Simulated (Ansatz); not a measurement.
# Calculations on SiH$_{5}$Br

### Relaxation

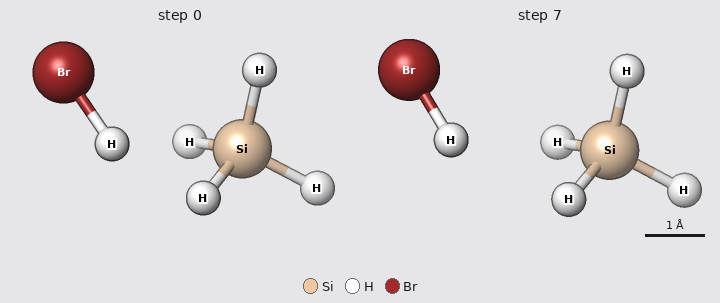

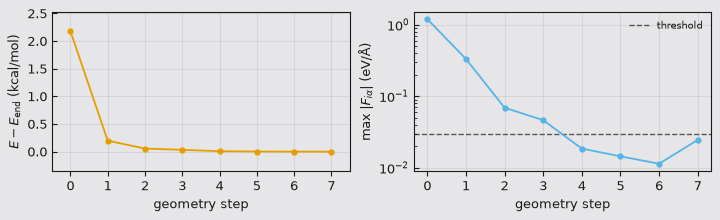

First and last geometry of a relaxation of SiH5Br, with the history of the run. Style: ball-and-stick. Shown at a tilt.

The run prepares an end point of a later path (reaction) calculation, from a guessed geometry.

The calculation used RKS PBE-D4/def2-SVP in Ansatz.

Input file:
```yaml
crystal:
  periodic: [false, false, false]
  atoms:
    - { symbol: Si, position_ang: [0.220903, 0.0, -0.04704] }
    - { symbol: H, position_ang: [0.228067, 0.0, 1.432888] }
    - { symbol: H, position_ang: [1.649832, 0.0, -0.523072] }
    - { symbol: H, position_ang: [-0.475062, 1.238436, -0.530743] }
    - { symbol: H, position_ang: [-0.475062, -1.238436, -0.530743] }
    - { symbol: Br, position_ang: [-2.988626, 0.0, 1.392496] }
    - { symbol: H, position_ang: [-1.572553, 0.0, 1.900214] }
basis:
  gaussian: { orbitals: def2-SVP }
hamiltonian:
  xc: pbe
  dispersion: d4
relax:
  f_tol: 0.03
  max_steps: 50
```

Run as
```bash
ansatz run input.yaml --threads 1 --pin off --max-ram 2048MiB --backend cpu --events-out ev --progress --plain --runs-dir out
```

What do the curves and the structures tell?

It converged. H7 moves most after the best rigid fit: 0.41 Å. Largest moves by element: H 0.41 Å, Br 0.28 Å, Si 0.14 Å. Near-neighbour distances that change, for instance: Si1–Br6 3.518 → 3.934 Å, Br6–H7 1.504 → 1.438 Å, Si1–H2 1.480 → 1.507 Å. After 7 geometry steps the energy has fallen by 2.18 kcal/mol. The largest force component goes from 1.2 to 0.025 eV/Å. Cost: 16 s on 1 thread of Arm Neoverse V1, with other jobs on the host, peak memory 0.12 GiB.

| step | E − E(0), kcal/mol | largest force component, eV/Å |
| --- | --- | --- |
| 0 | 0.00 | 1.2001 |
| 1 | -1.98 | 0.3328 |
| 2 | -2.12 | 0.0692 |
| 3 | -2.15 | 0.0463 |
| 4 | -2.17 | 0.0185 |
| 5 | -2.18 | 0.0145 |
| 6 | -2.18 | 0.0114 |
| 7 | -2.18 | 0.0245 |

### Relaxation

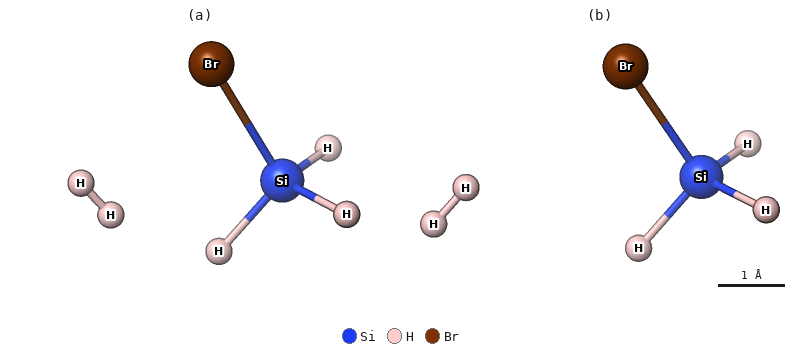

The structure of SiH5Br before (left) and after (right) a relaxation, at one scale.

A ball-and-stick model, seen at a tilt.

The run prepares an end point of a later path (reaction) calculation, from a guessed geometry.

All numbers below come from Ansatz 0.2.0, RKS PBE-D4/def2-SVP. Settings: no spin polarisation; force threshold 0.03 eV/Å; at most 50 steps.

**Summarise the run.**

The largest move after the best rigid fit is that of an H atom, 1.19 Å. By element the largest moves are H 1.19 Å, Si 0.30 Å, Br 0.22 Å. Among the contacts that change: H–H 0.723 → 0.770 Å, Br–Si 2.288 → 2.244 Å. Among the angles between lasting bonds that change: H–Si–Br 111.0° → 108.5°. After 10 accepted moves (12 points after the start) the energy has fallen by 0.286 eV. The largest force component goes from 1.4 to 0.0017 eV/Å. The line search rejected the trial steps at points 8, 10 of the run. The forces were under the threshold at step 9, but the run went on from there.

### Path

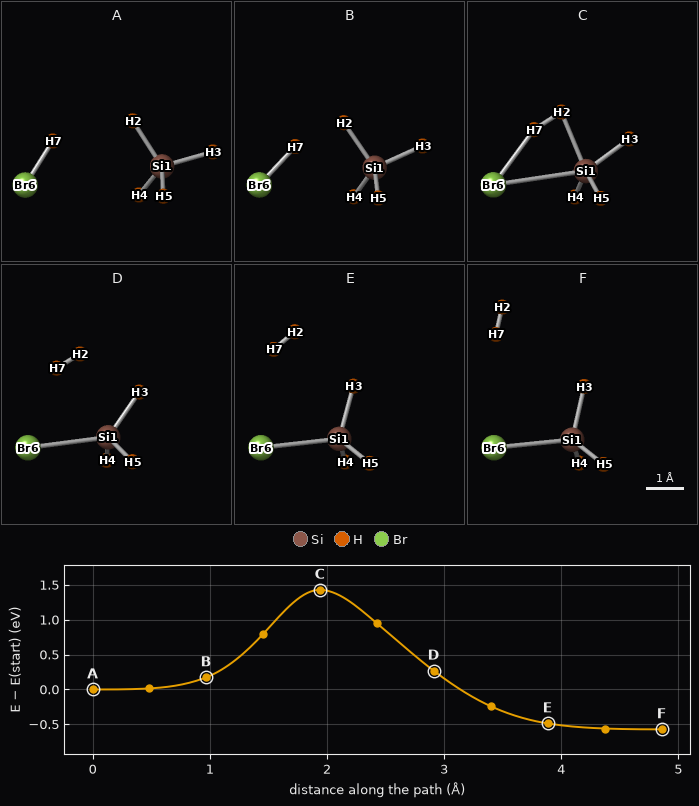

NEB run on SiH5Br, made up at the start of SiH$_{4}$ and HBr. Images are numbered from 0 (start) to 10 (end). Frames A to F are images 0, 2, 4, 6, 8, 10. The picture is a ball-and-stick view, seen at a tilt.

All numbers below come from Ansatz, RKS PBE-D4/def2-SVP. Run with 9 movable images; climbing image; force threshold 0.05 eV/Å; iteration limit 60; starting path through a guess of the saddle point.

Q: Read off the barrier and say what moves.

A: Breaking: Br6–H7 (1.44 → 1.90 at the top → 3.11 Å), Si1–H2 (1.51 → 1.77 at the top → 4.16 Å). Forming: H2–H7 (2.35 → 0.92 at the top → 0.77 Å), Si1–Br6 (3.93 → 2.66 at the top → 2.24 Å). The highest point, image 4, lies 1.43 eV above the start and 2.00 eV above the end; the end is at −0.57 eV relative to the start. The band converged in 9 iterations. The largest component of the band force went from 6.7 to 0.012 eV/Å. The climbing image converged on the top of the path. Its vibrational analysis gives 2 imaginary modes over 30i cm⁻¹, so it isn't confirmed as a transition state.

Limits of the set-up: the start holds two separate molecules, 2.3 Å apart at their closest, whose relative position is a soft coordinate.
